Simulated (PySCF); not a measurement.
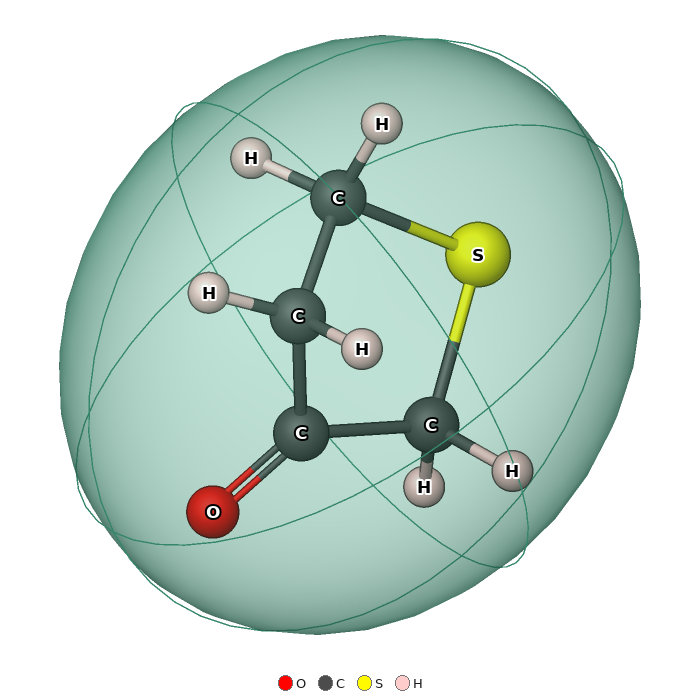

The ellipsoid shows the static dipole polarisability: its half-axes are proportional to the principal values. Geometry: a frame of a GFN2-xTB molecular-dynamics simulation, not a minimum. Computed with PBE0/def2-SVPD (PySCF 2.14.0).

> Give the principal values, the mean and the anisotropy.

Principal values 57.0, 70.9, 76.2 bohr³; mean 68.1 bohr³ (10.08 Å³); anisotropy 17.2 bohr³, so the longest axis is 1.34 times the shortest.
